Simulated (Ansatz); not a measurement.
CH$_{8}$BFNSi (SMILES C[SiH2][NH2+]BF) (charge +1)

```xyz
13

C    -0.0842    0.6988    1.2890
B    -0.4007    0.8996   -2.2356
F    -0.2155   -0.0747   -3.0771
N    -1.6375    0.7802   -1.3580
Si   -1.3577   -0.2274    0.3030
H    -0.4048    1.7179    1.5317
H     0.0639    0.1718    2.2407
H     0.8894    0.7410    0.7889
H    -2.7338   -0.2198    0.8321
H    -0.9494   -1.5313   -0.2493
H    -2.3899    0.2940   -1.8638
H    -1.9925    1.7083   -1.1002
H     0.3372    1.8146   -2.0993
```

Geometry: B3LYP/6-31G*.

All numbers below come from isolated molecule in a Gaussian basis; Kohn-Sham density functional theory, functional PBE0 in Ansatz 0.2.0.

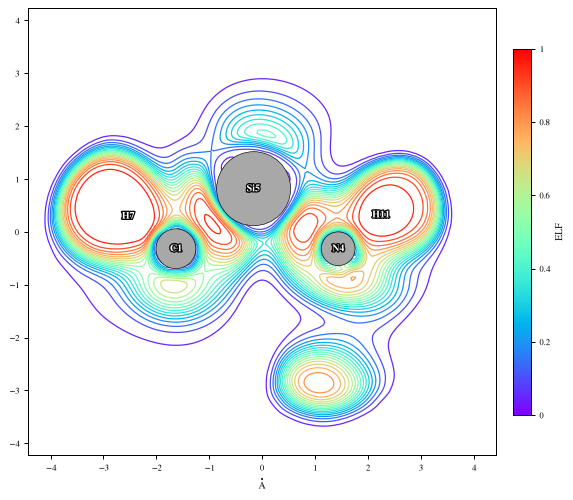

Figure 1. ELF on the plane of atoms Si5, C1 and H7. Grey discs cover the atomic cores.

> What do the fields say about this system?

- The plane passes through C, N, Si and H nuclei.
- C–Si (1.86 Å): the ELF peaks at about 0.95 between the atoms (localised, covalent bonding).
- Si–N (1.96 Å): the ELF peaks at about 0.95 between the atoms: a polar covalent bond.
- N–H (1.03 Å): the ELF climbs to about 1 towards the hydrogen, as it does in any bond to H (a covalent bond by its length).
- C–H (1.10 Å): the ELF climbs to about 1 towards the hydrogen (an ordinary covalent bond to hydrogen).

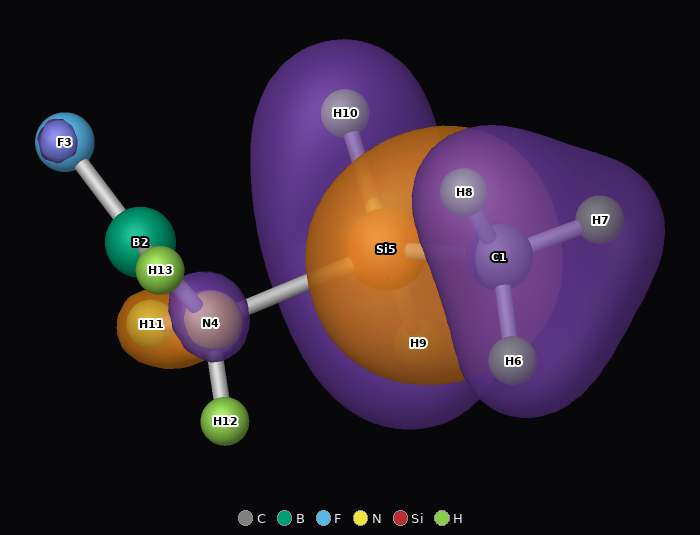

Figure 2. The HOMO at ±0.08 Å⁻³ᐟ² (orange and purple are the two phases), seen from one side.

> Where does this orbital lie, and at what energy?

By Hirshfeld shares it lies mainly on C1 (about 40 %), Si5 (about 30 %) and H9 (about 10 %). Its energy is −14.58 eV.

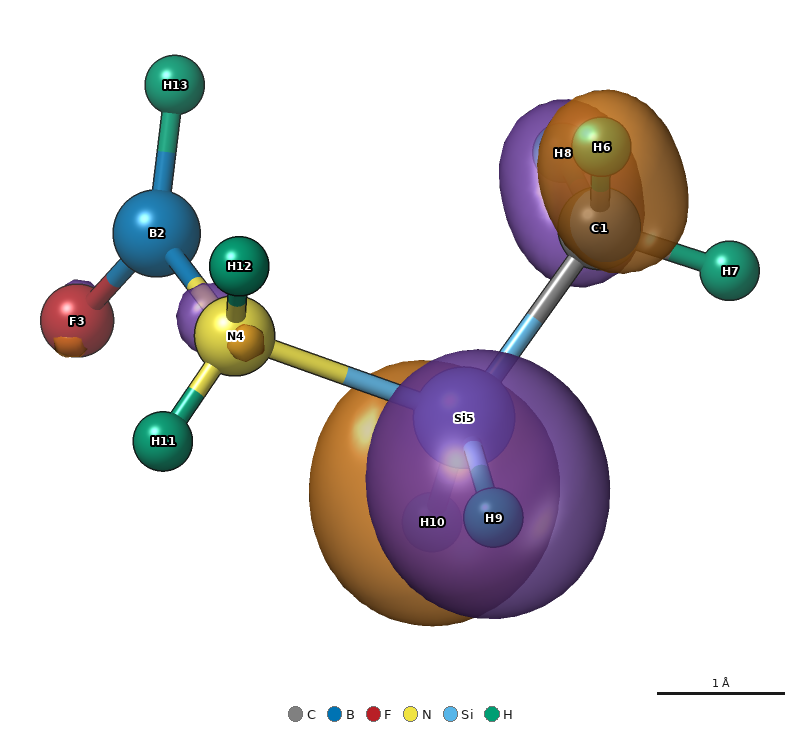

Figure 3. The HOMO−1 at ±0.15 Å⁻³ᐟ² (orange and purple are the two phases), seen at a tilt.

> What is the character of this orbital?

Its weight (Hirshfeld) is mainly on Si5 (about 35 %), H10 (about 25 %), H9 (about 20 %) and C1 (about 10 %). Its energy is −14.77 eV.
